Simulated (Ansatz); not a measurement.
# AlBH (quartet): one geometry, many settings at angle Al2–B1–H3 = 155.6°

What do other methods and options give for AlBH (quartet) at this geometry, and how long do they take?

Computed with Ansatz 0.2.0, Gaussian basis. Level: the settings change from run to run.

11 further runs of the same task are left out: 1 for a mislabelled method, 6 that didn't finish, 4 set aside as unsound or not needed.

### 1 The system

The geometry derives from a PBE0/def2-TZVP stationary point (not a proven minimum). One angle is set to the value named; bond lengths are kept.

3 atoms, charge 0, spin multiplicity 4.

Atoms are counted from 1 here; the program's logs count them from 0.

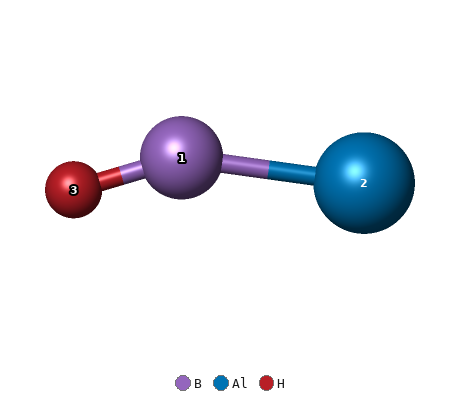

The structure; boron purple, aluminium blue, hydrogen red; atoms are numbered from 1 in the order of the file.

### 2 NEVPT4(SD)(5,4)/6-31G

Contents of in.yaml:

```yaml
crystal:
  periodic: [false, false, false]
  atoms:
    - {symbol: B, position_ang: [-0.220193, 0.000000, 0.246211]}
    - {symbol: Al, position_ang: [0.189946, 0.000000, -1.650758]}
    - {symbol: H, position_ang: [0.030248, 0.000000, 1.404547]}
basis:
  gaussian: {orbitals: 6-31G}
magnetization: {spin_polarized: false, initial_magnetization: 3}
correlation: {method: fic_nevpt4_sd, electrons: all, active_space: {window: {electrons: 5, orbitals: 4}}}
```

On the command line:

```console
> ansatz run in.yaml --threads 1 --pin off --events-out ev --progress --plain --max-ram 2393MiB
```

The program printed:

```text
Functional definition: HF
  name "HF"
  cite "Fock, Z. Phys. 61, 126 (1930) doi:10.1007/BF01340294"
  parent pbe
  exchange = exact_x
  correlation = 0
296 factors; integrals over basis functions are off by at most 2.5e-4 eV
mean field evaluation 1: about -7265.2023 eV, gradient 7.7e0 eV
mean field evaluation 2: about -7265.2049 eV, gradient 7.7e0 eV
mean field evaluation 4: about -7266.0449 eV, gradient 1.6e0 eV
mean field evaluation 8: about -7266.1179 eV, gradient 3.2e-1 eV
mean field evaluation 16: about -7265.2451 eV, gradient 3.7e0 eV
mean field evaluation 32: about -7266.1230 eV, gradient 3.1e-6 eV
mean field -7266.12298279 eV, -267.0250944626 hartree, gradient 3.1e-6 eV, S^2 3.750000; 4 other end points of the search recorded, 0 dependent functions left out
reference -7266.12298279 eV, -267.0250944626 hartree; 11, 8 occupied and 13, 16 virtual orbitals, 296 factors
state -7266.12298279 eV, -267.0250944626 hartree
state -7266.12298279 eV, -267.0250944626 hartree; corrected -7268.50388140 eV, -267.1125908727 hartree
WARN: 1 active orbitals are nearly empty or full. The corrections depend on them more than the energy does, and are more stable in an active space without them
Total energy: -7268.50388140 eV, -267.1125908727 hartree
```

Wall time 0.63 s (1 thread of Intel Xeon Platinum 8488C, shared host).

From the report: 3 determinants; active occupations 2.00, 1.00, 1.00, 1.00. The report marks this result as in doubt.

### 3 BCCD(T) on UHF/6-31G

Contents of in.yaml:

```yaml
crystal:
  periodic: [false, false, false]
  atoms:
    - {symbol: B, position_ang: [-0.220193, 0.000000, 0.246211]}
    - {symbol: Al, position_ang: [0.189946, 0.000000, -1.650758]}
    - {symbol: H, position_ang: [0.030248, 0.000000, 1.404547]}
basis:
  gaussian: {orbitals: 6-31G}
magnetization: {spin_polarized: true, initial_magnetization: 3}
correlation: {method: bccd_t, electrons: outside_noble_gas}
```

The command is unchanged.

The program printed, cut to the lines that bear on the results:

```text
Functional definition: HF
  name "HF"
  cite "Fock, Z. Phys. 61, 126 (1930) doi:10.1007/BF01340294"
  parent pbe
[...]
296 factors; integrals over basis functions are off by at most 2.5e-4 eV
[...]
mean field -7266.20114559 eV, -267.0279668923 hartree, gradient 1.4e-6 eV, S^2 3.763080; 7 other end points of the search recorded, 0 dependent functions left out
determinant -7266.20114559 eV, -267.0279668923 hartree, with singles and doubles -7268.49431980 eV, -267.1122394903 hartree
determinant -7264.11055177 eV, -266.9511389867 hartree, with singles and doubles -7265.77888099 eV, -267.0124489547 hartree
determinant -7263.87602379 eV, -266.9425202422 hartree, with singles and doubles -7265.56119378 eV, -267.0044490971 hartree
determinant -7262.87793007 eV, -266.9058409747 hartree, with singles and doubles -7265.43393922 eV, -266.9997725782 hartree
6 core orbitals not correlated: weight in the atoms' cores, before any rotation towards them, 1.000 or more for the frozen orbitals, at most 0.000 for the correlated occupied ones
reference -7266.20114559 eV, -267.0279668923 hartree; 5, 2 occupied and 13, 16 virtual orbitals, 296 factors
second order -1.73056802 eV of doubles, -0.00000000 eV of singles
cycle   1  -2.28683672 eV  change    6.3e-3 eV  update   8.7e-3
[...]
cycle   9  -2.28480753 eV  change    1.4e-6 eV  update   5.4e-6
perturbative correction -0.07656580 eV, -0.0028137412 hartree
Total energy: -7268.56251891 eV, -267.1147457613 hartree
```

Wall time 0.54 s (1 thread of Intel Xeon Platinum 8488C, shared host).

From the report: ⟨S²⟩ of the determinant 3.763 (pure quartet: 3.75); correlation -2.3614 eV; largest double amplitude 0.10.

### 4 BCCD on UHF/cc-pVDZ

in.yaml, as its differences from that of step 3:

```diff
@@ -7,4 +7,5 @@
 basis:
-  gaussian: {orbitals: 6-31G}
+  gaussian: {orbitals: cc-pVDZ, fitting: {mean_field: def2-universal-jkfit}}
 magnetization: {spin_polarized: true, initial_magnetization: 3}
-correlation: {method: bccd_t, electrons: outside_noble_gas}
+correlation: {method: bccd, electrons: outside_noble_gas}
+scf: {lower_state_search: off}
```

Same command.

The program printed, cut to the lines that bear on the results:

```text
Functional definition: HF
  name "HF"
  cite "Fock, Z. Phys. 61, 126 (1930) doi:10.1007/BF01340294"
  parent pbe
[...]
221 factors; integrals over basis functions are off by at most 2.6e-1 eV
[...]
mean field -7267.10760238 eV, -267.0612785651 hartree, gradient 1.8e-6 eV, S^2 3.763549; 0 other end points of the search recorded, 0 dependent functions left out
6 core orbitals not correlated: weight in the atoms' cores, before any rotation towards them, 1.000 or more for the frozen orbitals, at most 0.000 for the correlated occupied ones
reference -7267.10760238 eV, -267.0612785651 hartree; 5, 2 occupied and 26, 29 virtual orbitals, 221 factors
second order -2.76156383 eV of doubles, -0.00000000 eV of singles
cycle   1  -3.24143331 eV  change   -4.8e-1 eV  update   6.8e-2
[...]
cycle  12  -3.43742950 eV  change   -1.2e-6 eV  update   8.4e-6
Total energy: -7270.54503189 eV, -267.1876017694 hartree
Checks for a lower state left out: stability, starts, cluster_reference, orbital_swaps, neighbouring_geometries, increment
```

It took 0.4 s on 1 thread of Intel Xeon Platinum 8488C, shared host.

From the report: ⟨S²⟩ of the determinant 3.764 (pure quartet: 3.75); correlation -3.4374 eV; largest double amplitude 0.08.

### 5 NEVPT2(3,7)/6-31G

Contents of in.yaml:

```yaml
crystal:
  periodic: [false, false, false]
  atoms:
    - {symbol: B, position_ang: [-0.220193, 0.000000, 0.246211]}
    - {symbol: Al, position_ang: [0.189946, 0.000000, -1.650758]}
    - {symbol: H, position_ang: [0.030248, 0.000000, 1.404547]}
basis:
  gaussian: {orbitals: 6-31G}
magnetization: {spin_polarized: false, initial_magnetization: 3}
correlation: {method: sc_nevpt2, electrons: outside_noble_gas, active_space: {window: {electrons: 3, orbitals: 7}, states: [{multiplicity: 4, weights: [1, 0.5]}], root: 1}}
output: {forces: true}
```

Launched as before.

The program printed, cut to the lines that bear on the results:

```text
Functional definition: HF
  name "HF"
  cite "Fock, Z. Phys. 61, 126 (1930) doi:10.1007/BF01340294"
  parent pbe
[...]
496 factors; integrals over basis functions are off by at most 1.7e-7 eV
[...]
mean field -7266.12305091 eV, -267.0250969658 hartree, gradient 3.1e-6 eV, S^2 3.750000; 4 other end points of the search recorded, 0 dependent functions left out
reference -7266.12305091 eV, -267.0250969658 hartree; 11, 8 occupied and 13, 16 virtual orbitals, 496 factors
state -7266.54469584 eV, -267.0405921311 hartree
state -7264.03964099 eV, -266.9485330636 hartree
state -7266.54469584 eV, -267.0405921311 hartree; corrected -7267.99942894 eV, -267.0940525866 hartree
state -7264.03964099 eV, -266.9485330636 hartree; corrected -7265.33237624 eV, -266.9960402075 hartree
[...]
Total energy: -7265.33237624 eV, -266.9960402075 hartree
Atom 0 at    -0.220193     0.000000     0.246211 Å, force    -1.561300    -0.000000     3.989597 eV/Å
Atom 1 at     0.189946     0.000000    -1.650758 Å, force     1.129492     0.000000    -4.028064 eV/Å
Atom 2 at     0.030248     0.000000     1.404547 Å, force     0.431808     0.000000     0.038467 eV/Å
Dipole moment:     0.036939     0.000000    -0.016628 e Å
```

It took 0.84 s on 1 thread of Intel Xeon Platinum 8488C, shared host.

From the report: 20 determinants; active occupations (of the averaged states) 1.00, 0.97, 0.65, 0.35, 0.03, 0.00, 0.00.

### 6 CISD/6-31G

Contents of in.yaml:

```yaml
crystal:
  periodic: [false, false, false]
  atoms:
    - {symbol: B, position_ang: [-0.220193, 0.000000, 0.246211]}
    - {symbol: Al, position_ang: [0.189946, 0.000000, -1.650758]}
    - {symbol: H, position_ang: [0.030248, 0.000000, 1.404547]}
basis:
  gaussian: {orbitals: 6-31G, fitting: {mean_field: def2-universal-jkfit}}
magnetization: {spin_polarized: false, initial_magnetization: 3}
correlation: {active_space: {ras: {orbitals: [2, 3, 13], electrons: 7, max_holes: 2, max_particles: 2}, fixed_orbitals: true}}
```

The command is unchanged.

The program printed:

```text
Functional definition: HF
  name "HF"
  cite "Fock, Z. Phys. 61, 126 (1930) doi:10.1007/BF01340294"
  parent pbe
  exchange = exact_x
  correlation = 0
221 factors; integrals over basis functions are off by at most 4.4e-2 eV
mean field evaluation 1: about -7265.2055 eV, gradient 7.7e0 eV
mean field evaluation 2: about -7265.9318 eV, gradient 2.6e0 eV
mean field evaluation 4: about -7266.0849 eV, gradient 7.6e-1 eV
mean field evaluation 8: about -7266.1226 eV, gradient 9.4e-3 eV
mean field evaluation 16: about -7266.0848 eV, gradient 5.5e-1 eV
mean field -7266.12257517 eV, -267.0250794826 hartree, gradient 1.8e-6 eV, S^2 3.750000; 4 other end points of the search recorded, 0 dependent functions left out
reference -7266.12257517 eV, -267.0250794826 hartree; 11, 8 occupied and 13, 16 virtual orbitals, 221 factors
state -7268.42189904 eV, -267.1095780763 hartree
Total energy: -7268.42189904 eV, -267.1095780763 hartree
```

Wall time 0.39 s (1 thread of Intel Xeon Platinum 8488C, shared host).

From the report: 5,080 determinants.

### 7 HF/6-31G*

Contents of in.yaml:

```yaml
crystal:
  periodic: [false, false, false]
  atoms:
    - {symbol: B, position_ang: [-0.220193, 0.000000, 0.246211]}
    - {symbol: Al, position_ang: [0.189946, 0.000000, -1.650758]}
    - {symbol: H, position_ang: [0.030248, 0.000000, 1.404547]}
basis:
  gaussian: {orbitals: "6-31G*"}
magnetization: {spin_polarized: true, initial_magnetization: 3}
hamiltonian: {xc: hf}
output: {orbitals: {seedname: orbitals}}
```

Launched as before.

The program printed:

```text
Functional definition: HF
  name "HF"
  cite "Fock, Z. Phys. 61, 126 (1930) doi:10.1007/BF01340294"
  parent pbe
  exchange = exact_x
  correlation = 0
336 factors; integrals over basis functions are off by at most 1.0e-3 eV
mean field evaluation 1: about -7265.3894 eV, gradient 8.7e0 eV
mean field evaluation 2: about -7265.4107 eV, gradient 8.7e0 eV
mean field evaluation 4: about -7266.4907 eV, gradient 1.8e0 eV
mean field evaluation 8: about -7266.5804 eV, gradient 4.3e-1 eV
mean field evaluation 16: about -7266.6044 eV, gradient 1.6e-5 eV
mean field evaluation 32: about -7259.5600 eV, gradient 8.4e0 eV
mean field evaluation 64: about -7266.5964 eV, gradient 2.2e-1 eV
mean field evaluation 96: about -7266.2544 eV, gradient 1.6e0 eV
mean field evaluation 128: about -7266.6044 eV, gradient 4.5e-3 eV
mean field -7266.60439816 eV, -267.0427861510 hartree, gradient 1.6e-5 eV, S^2 3.762947; 1 other end points of the search recorded, 0 dependent functions left out
reference -7266.60439816 eV, -267.0427861510 hartree; 11, 8 occupied and 25, 28 virtual orbitals, 336 factors
Total energy: -7266.60439816 eV, -267.0427861510 hartree
```

Run time: 0.33 s. Hardware: 1 thread of Intel Xeon Platinum 8488C, shared host.

From the report: ⟨S²⟩ of the determinant 3.763 (pure quartet: 3.75).

### 8 NEVPT2(5,4)/def2-SVP

Contents of in.yaml:

```yaml
crystal:
  periodic: [false, false, false]
  atoms:
    - {symbol: B, position_ang: [-0.220193, 0.000000, 0.246211]}
    - {symbol: Al, position_ang: [0.189946, 0.000000, -1.650758]}
    - {symbol: H, position_ang: [0.030248, 0.000000, 1.404547]}
basis:
  gaussian: {orbitals: def2-SVP}
magnetization: {spin_polarized: false, initial_magnetization: 3}
correlation: {method: sc_nevpt2, electrons: outside_noble_gas, active_space: {window: {electrons: 5, orbitals: 4}}}
accuracy: high
```

The command is unchanged.

The program printed, cut to the lines that bear on the results:

```text
Functional definition: HF
  name "HF"
  cite "Fock, Z. Phys. 61, 126 (1930) doi:10.1007/BF01340294"
  parent pbe
[...]
676 factors; integrals over basis functions are off by at most 3.7e-9 eV
[...]
mean field -7264.21815069 eV, -266.9550931741 hartree, gradient 9.6e-8 eV, S^2 3.750000; 4 other end points of the search recorded, 0 dependent functions left out
reference -7264.21815069 eV, -266.9550931741 hartree; 11, 8 occupied and 26, 29 virtual orbitals, 676 factors
state -7264.21815069 eV, -266.9550931741 hartree
state -7264.21815069 eV, -266.9550931741 hartree; corrected -7266.88023939 eV, -267.0529231294 hartree
WARN: 1 active orbitals are nearly empty or full. The corrections depend on them more than the energy does, and are more stable in an active space without them
Total energy: -7266.88023939 eV, -267.0529231294 hartree
```

It took 0.81 s on 1 thread of Intel Xeon Platinum 8488C, shared host.

From the report: 3 determinants; active occupations 2.00, 1.00, 1.00, 1.00. The report marks this result as in doubt.

### 9 CCSDT(Q)/STO-3G

Contents of in.yaml:

```yaml
crystal:
  periodic: [false, false, false]
  atoms:
    - {symbol: B, position_ang: [-0.220193, 0.000000, 0.246211]}
    - {symbol: Al, position_ang: [0.189946, 0.000000, -1.650758]}
    - {symbol: H, position_ang: [0.030248, 0.000000, 1.404547]}
basis:
  gaussian: {orbitals: STO-3G}
magnetization: {spin_polarized: false, initial_magnetization: 3}
hamiltonian: {xc: {name: B3LYP}}
correlation: {method: ccsdt_q, electrons: valence}
scf: {lower_state_search: off}
```

Launched as before.

The program printed, cut to the lines that bear on the results:

```text
Functional definition: B3LYP
  name "B3LYP"
  cite "Stephens, Devlin, Chabalowski & Frisch, J. Phys. Chem. 98, 11623 (1994) doi:10.1021/j100096a001"
  cite "Becke, Phys. Rev. A 38, 3098 (1988) doi:10.1103/PhysRevA.38.3098"
  cite "Lee, Yang & Parr, Phys. Rev. B 37, 785 (1988) doi:10.1103/PhysRevB.37.785"
  cite "Vosko, Wilk & Nusair, Can. J. Phys. 58, 1200 (1980) doi:10.1139/p80-159"
[...]
239 factors; integrals over basis functions are off by at most 4.2e-8 eV
[...]
mean field -7194.90672261 eV, -264.4079451731 hartree, gradient 4.8e-6 eV, S^2 3.750000; 0 other end points of the search recorded, 0 dependent functions left out
6 core orbitals not correlated: weight in the atoms' cores, before any rotation towards them, 0.999 or more for the frozen orbitals, at most 0.000 for the correlated occupied ones
reference -7176.55502343 eV, -263.7335326672 hartree; 5, 2 occupied and 4, 7 virtual orbitals, 239 factors
second order -1.67566568 eV of doubles, -0.20369710 eV of singles
cycle   1  -2.19040220 eV  change   -3.1e-1 eV  update   7.1e-2
[...]
cycle  14  -2.47955789 eV  change    3.7e-7 eV  update   5.2e-7
perturbative correction -0.00531892 eV, -0.0001954667 hartree
Total energy: -7179.03990024 eV, -263.8248502057 hartree
Checks for a lower state left out: stability, starts, cluster_reference, orbital_swaps, neighbouring_geometries, increment
```

It took 1.1 s on 1 thread of Intel Xeon Platinum 8488C, shared host.

From the report: correlation -2.4849 eV; T1 0.024; largest double amplitude 0.11. The orbitals are Kohn-Sham ones, so correlation energy and T1 don't compare with those on Hartree-Fock orbitals.

### 10 CCSDT(Q)/B on ROHF/def2-SVP

Contents of in.yaml:

```yaml
crystal:
  periodic: [false, false, false]
  atoms:
    - {symbol: B, position_ang: [-0.220193, 0.000000, 0.246211]}
    - {symbol: Al, position_ang: [0.189946, 0.000000, -1.650758]}
    - {symbol: H, position_ang: [0.030248, 0.000000, 1.404547]}
basis:
  gaussian: {orbitals: def2-SVP}
magnetization: {spin_polarized: false, initial_magnetization: 3}
correlation: {method: ccsdt_q_b, electrons: outside_noble_gas}
```

Launched as before.

The program printed, cut to the lines that bear on the results:

```text
Functional definition: HF
  name "HF"
  cite "Fock, Z. Phys. 61, 126 (1930) doi:10.1007/BF01340294"
  parent pbe
[...]
600 factors; integrals over basis functions are off by at most 2.3e-7 eV
[...]
mean field -7264.21815065 eV, -266.9550931723 hartree, gradient 3.4e-6 eV, S^2 3.750000; 8 other end points of the search recorded, 0 dependent functions left out
[...]
determinant -7264.21815065 eV, -266.9550931723 hartree, with singles and doubles -7267.68341202 eV, -267.0824391791 hartree
determinant -7262.26652965 eV, -266.8833724236 hartree, with singles and doubles -7265.17605159 eV, -266.9902953827 hartree
determinant -7262.01787940 eV, -266.8742346953 hartree, with singles and doubles -7264.97309432 eV, -266.9828368407 hartree
determinant -7261.05280387 eV, -266.8387688240 hartree, with singles and doubles -7264.78106113 eV, -266.9757797511 hartree
determinant -7260.75941703 eV, -266.8279870565 hartree, with singles and doubles -7264.58915080 eV, -266.9687271766 hartree
6 core orbitals not correlated: weight in the atoms' cores, before any rotation towards them, 1.000 or more for the frozen orbitals, at most 0.000 for the correlated occupied ones
reference -7264.21815065 eV, -266.9550931723 hartree; 5, 2 occupied and 26, 29 virtual orbitals, 600 factors
second order -2.77255142 eV of doubles, -0.04311966 eV of singles
cycle   1  -3.24668490 eV  change   -4.3e-1 eV  update   7.7e-2
[...]
cycle  17  -3.65773313 eV  change    5.7e-7 eV  update   7.7e-7
perturbative correction -0.01096356 eV, -0.0004029033 hartree
Total energy: -7267.88684733 eV, -267.0899152889 hartree
```

Wall time 5.5 s (1 thread of Intel Xeon Platinum 8488C, shared host).

From the report: correlation -3.6687 eV; T1 0.039; largest double amplitude 0.10.

### 11 The runs in one table

Where basis and cores are those of an earlier FCI/6-31G run (-7268.5963 eV), and the state is the same kind, the miss against it is given. † marks a result that the program doubts.

```
                                           level         correlated  functions  energy (eV)  from FCI (meV)    time
                         NEVPT4(SD)(5,4)/6-31G †                all         24   -7268.5039                  0.63 s
                            BCCD(T) on UHF/6-31G  outside noble gas         24   -7268.5625            33.8  0.54 s
                             BCCD on UHF/cc-pVDZ  outside noble gas         37   -7270.5450                   0.4 s
NEVPT2(3,7)/6-31G (excited root 1 of an average)  outside noble gas         24   -7265.3324                  0.84 s
                                      CISD/6-31G            valence         24   -7268.4219                  0.39 s
                                       HF/6-31G*                            36   -7266.6044                  0.33 s
                          NEVPT2(5,4)/def2-SVP †  outside noble gas         37   -7266.8802                  0.81 s
             CCSDT(Q)/STO-3G (on B3LYP orbitals)            valence         15   -7179.0399                   1.1 s
                     CCSDT(Q)/B on ROHF/def2-SVP  outside noble gas         37   -7267.8868                   5.5 s
```

### 12 Outcome

```
quantity                               value
    runs                                   9
quickest                   HF/6-31G*, 0.33 s
 slowest  CCSDT(Q)/B on ROHF/def2-SVP, 5.5 s
```

Total energies in different bases, with other cores or another treatment of relativity can't be set against each other. CCSDT(Q)/B on ROHF/def2-SVP took 17 times as long as HF/6-31G*; the jobs differ in more than the method.
